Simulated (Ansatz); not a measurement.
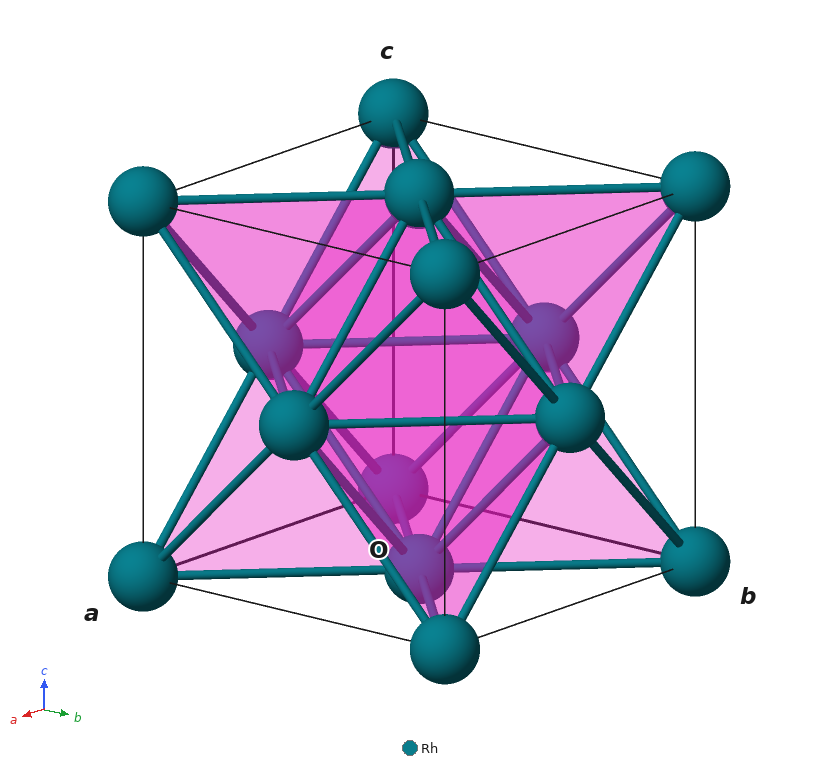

Crystal: Rh, the input geometry of an electronic-structure calculation (not necessarily at equilibrium). Every member of one family of equally spaced planes, hx + ky + lz = a whole number, that cuts the unit cell is shaded (one member passes through the origin O, touching the cell only at an edge or corner). All values are computed from the atomic coordinates in the standard setting (tolerance 0.002 Å).

a = 3.830 Å, b = 3.830 Å, c = 3.830 Å, α = 90.00°, β = 90.00°, γ = 90.00°.

### Index the planes.

(1 1 1); the opposite sign names the same planes. The member next to the origin meets the axes a at 1, b at 1, c at 1.

### What is the spacing?

d = 2.211 Å.

### Which atoms of the cell lie in these planes (within 0.03 Å)?

all 4 Rh.

### The space group is No. 225, Fm-3m. How many reflections hkl are equivalent to this one (itself included), and does it occur?

8 reflections are equivalent in the Laue class m-3m. The space group allows the reflection.
